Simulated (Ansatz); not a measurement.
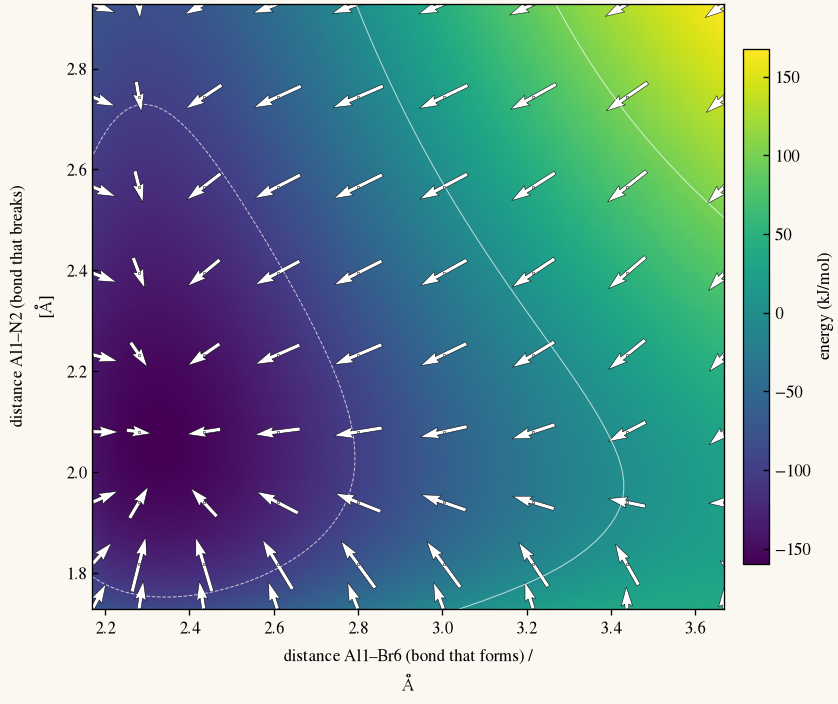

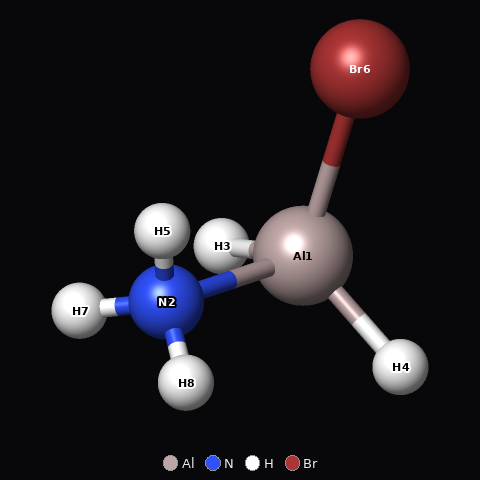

Energy landscape of the reacting system AlBrH5N (fragments AlH₅N + Br where the first distance is long, AlBrH₂ + H₃N where the second is long). First axis: distance Al1–Br6 (bond that forms). Second axis: distance Al1–N2 (bond that breaks). Relaxed at each point: all other coordinates. The scan uses a 9 × 9 grid. Points are written as (first, second). Energies are in kJ/mol, from a guessed transition structure relaxed with its forming and breaking bonds held. The reference is spin-restricted, so regions where a bond is pulled apart into radicals lie too high. Computed with RKS PBE0-D4/def2-SVP in Ansatz 0.2.0.

Drawn: a smooth colour map with a few white contour lines, dots at the grid points, arrows along the force (downhill), their lengths compressed. Between grid points the surface is interpolated. The second picture is the structure at the lowest point.

Q: Summarise what can be read from the map.

A: The lowest grid point is at (2.280 Å, 2.080 Å), −159 kJ/mol from a guessed transition structure relaxed with its forming and breaking bonds held. It is the only kind of minimum in the scanned range. The highest grid point, (3.669 Å, 2.928 Å), lies 326 kJ/mol above the lowest.

The values on the grid:

```csv
"second ↓, first →",2.169,2.280,2.434,2.609,2.800,3.003,3.216,3.438,3.669
2.928,−72,−81,−70,−40,1,46,90,131,167
2.744,−88,−98,−89,−60,−20,24,66,105,140
2.566,−106,−117,−109,−81,−43,−1,40,78,111
2.395,−124,−136,−129,−103,−66,−25,14,50,81
2.233,−138,−151,−145,−121,−86,−47,−9,24,53
2.080,−144,−159,−154,−131,−98,−61,−25,6,32
1.940,−137,−151,−148,−127,−95,−60,−27,1,23
1.817,−109,−125,−123,−102,−72,−39,−9,15,28
1.728,−69,−85,−84,−65,−36,−5,22,35,36
```

The whole map (81 points run) took 19 min on 1 thread of Arm Neoverse V2, with other jobs on the host.
